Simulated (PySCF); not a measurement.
**InHF (SMILES [F][InH]) at U-wB97X-V/STO-3G**

What is the energy change on altering one bond length of InHF at U-wB97X-V/STO-3G? The job is set up through a Python script.

Program for the calculation: PySCF 2.14.0.

16 further runs of the same task are left out: 6 that didn't finish, 10 set aside as unsound or not needed.

## 1. The system as given

InHF has 3 atoms, charge 0, and is taken as a doublet. SMILES: `[F][InH]`. Geometry: relaxed at PBE0-D4/def2-TZVP.

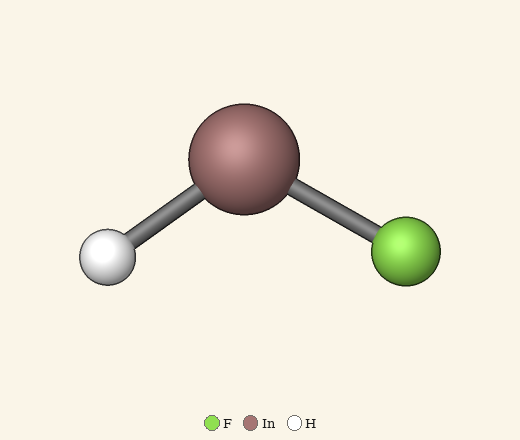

The structure, seen from a chosen angle (fluorine green, indium brown, hydrogen white).

## 2. The energy at U-wB97X-V/STO-3G

The input, start.xyz:

```xyz
3
FHIn
F      1.088400     0.989500     0.694300
In    -0.522500     0.355100    -0.244800
H     -0.576900    -1.409400    -0.462800
```

The input, job.py:

```python
from pyscf import gto, dft

mol = gto.M(
    atom='start.xyz',
    verbose=4,
    max_memory=1860,
    basis='sto-3g',
    spin=1,
)

mf = dft.UKS(mol)
mf.xc = 'wb97x-v'
mf.nlcgrids.level = 1
mf.grids.level = 5
mf.conv_tol = 1e-10
mf.kernel()
if not mf.converged:
    mf = mf.newton().run(mf.mo_coeff, mf.mo_occ)

e_tot = mf.e_tot
print('E = %.10f Eh' % e_tot)
```

On the command line:

```bash
$ OMP_NUM_THREADS=1 python job.py
```

Log:

```text
PySCF version 2.14.0

[INPUT] num. atoms = 3
[INPUT] num. electrons = 59
[INPUT] charge = 0
[INPUT] spin (= nelec alpha-beta = 2S) = 1
[INPUT] symmetry False subgroup None
[INPUT] Mole.unit = angstrom
[INPUT] Symbol           X                Y                Z      unit          X                Y                Z       unit  Magmom
[INPUT]  1 F      1.088400000000   0.989500000000   0.694300000000 AA    2.056777913977   1.869884000257   1.312036848286 Bohr   0.0
[INPUT]  2 In    -0.522500000000   0.355100000000  -0.244800000000 AA   -0.987381900085   0.671041746833  -0.462604955294 Bohr   0.0
[INPUT]  3 H     -0.576900000000  -1.409400000000  -0.462800000000 AA   -1.090183001262  -2.663379999962  -0.874565250449 Bohr   0.0

nuclear repulsion = 134.577512650394
number of shells = 15
number of NR pGTOs = 99
number of NR cGTOs = 33
basis = sto-3g
ecp = {}

[... 45 lines left out ...]
WARN: HOMO -0.446273876742325 >= LUMO -0.446273876742387
[... 54 lines left out ...]
converged SCF energy = -5783.47832431771  <S^2> = 0.75438325  2S+1 = 2.0043785
E = -5783.4783243177 Eh
```

Wall time 32 s (1 thread of Arm Neoverse N1, shared host); peak memory 0.25 GiB.

## 3. The distorted shape, same level

The input, job.py:

```python
from pyscf import gto, dft

mol = gto.M(
    atom=[
    ('F', (1.410552, 1.116369, 0.882104)),
    ('In', (-0.522500, 0.355100, -0.244800)),
    ('H', (-0.576900, -1.409400, -0.462800)),
],
    basis='sto-3g',
    charge=0,
    spin=1,
    max_memory=1860,
    verbose=3,
)

mf = dft.UKS(mol, xc='wb97x-v')
mf.conv_tol = 1e-10
mf.nlcgrids.level = 1
mf.grids.level = 5
mf.kernel()
if not mf.converged:
    mf = mf.newton().run(mf.mo_coeff, mf.mo_occ)

energy = mf.e_tot
print('E = %.10f Eh' % energy)
```

On the command line:

```bash
$ OMP_NUM_THREADS=1 python job.py
```

Log:

```text
WARN: HOMO -0.464227187696088 >= LUMO -0.464227187696108

converged SCF energy = -5783.42004680411  <S^2> = 0.77164264  2S+1 = 2.0215268
E = -5783.4200468041 Eh
```

Wall time 33 s (1 thread of Arm Neoverse N1, shared host); peak memory 0.25 GiB.

## 4. Results

Level: U-wB97X-V/STO-3G.

```
                                                          quantity           value
                                         first shape: total energy  -5783.47832 Eh
                                        first shape: dipole moment          0.94 D
                   first shape: HOMO energy (highest over α and β)        -4.20 eV
                    first shape: LUMO energy (lowest over α and β)         3.28 eV
                                                 first shape: ⟨S²⟩           0.754
                                     distorted shape: total energy  -5783.42005 Eh
                                    distorted shape: dipole moment          1.66 D
               distorted shape: HOMO energy (highest over α and β)        -4.53 eV
                distorted shape: LUMO energy (lowest over α and β)         2.90 eV
                                             distorted shape: ⟨S²⟩           0.772
energy change with the F1–In2 bond stretched from 1.970 to 2.364 Å        1.586 eV
```

With the F1–In2 bond stretched from 1.970 to 2.364 Å the energy rises by 1.59 eV (37 kcal/mol). The first shape isn't relaxed at this level, so the change isn't measured from a minimum. The minimal basis adds a large error of its own. Mulliken charges (first shape) run from -0.22 on F1 to +0.39 on In2. Relativity is left out (first shape) although the molecule holds a heavy atom. Mulliken charges (distorted shape) run from -0.20 on F1 to +0.38 on In2; they depend strongly on the basis. Relativity is left out (distorted shape) although the molecule holds a heavy atom.
